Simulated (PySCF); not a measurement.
C3H8AlNO

Input

```
{"job": {"kind": "uv", "xc": "B3LYP", "basis": "def2-SVPD", "nstates": 8, "ntriplets": 3}, "charge": 0, "multiplicity": 1}
O     -1.312618    -1.420211    -0.151367
C     -1.676207    -0.112641    -0.438848
C     -1.257269     0.882491     0.691339
C      0.161326     0.934973     0.715719
N      1.308407     0.887514     0.653701
Al     2.536128    -0.390029    -0.255092
H     -0.375394    -1.564998    -0.355220
H     -1.254130     0.235070    -1.390162
H     -2.768022    -0.098532    -0.504103
H     -1.624597     0.508642     1.650558
H     -1.676645     1.871207     0.497206
H      3.632108     0.564087    -0.814532
H      1.502053    -0.996906    -1.310717
H      2.804182    -1.301139     0.989352
```

Command:

```sh
OMP_NUM_THREADS=1 python probes_run.py task.json out
```

Geometry: GFN2-xTB.

Level of theory: B3LYP/def2-SVPD, SCF density, gas phase in PySCF.

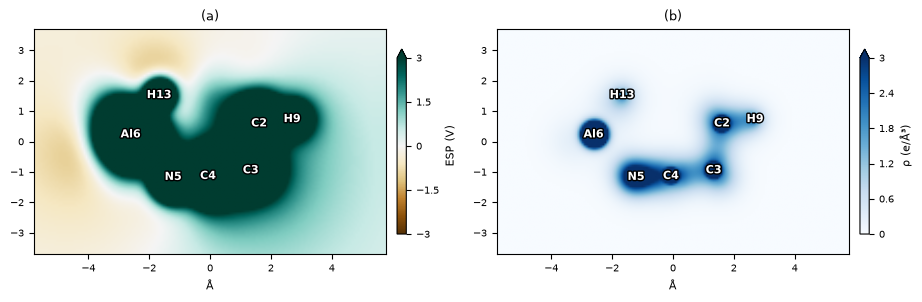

Figure 1. (a) molecular electrostatic potential; (b) total electron density on the plane of atoms C3, C2 and H9.

### Describe what can be read from this map.

- The section cuts through C, N, Al and H sites.
- C–N (1.15 Å): ρ is about 3.6 e/Å³ halfway.
- C–C (1.42 Å): ρ is about 1.9 e/Å³ halfway.
- Al–N (1.99 Å): ρ at the midpoint is about 0.45 e/Å³.
- C–C (1.56 Å): ρ is about 1.5 e/Å³ halfway.
- C–H (1.09 Å): ρ at the midpoint is about 2 e/Å³.
- Outside the dense part of the molecule the potential is most negative (−1.0 V) near H12, which lies off the plane.

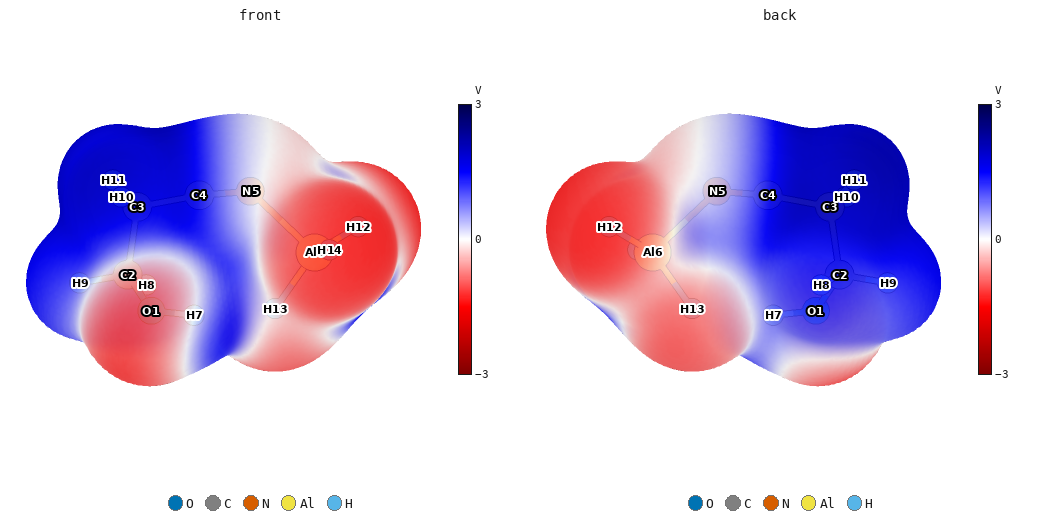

Figure 2. The molecular electrostatic potential painted on the density surface at 0.002 e/bohr³, seen from the front and from behind; the colour scale runs from red (negative) to blue (positive).

### Which sites attract a positive test charge, and which a negative one?

A positive charge is drawn to the negative regions and a negative charge to the positive ones. The most negative region (about −1.3 V) lies over H12 and H14, the most positive (about +2.1 V) over H11.
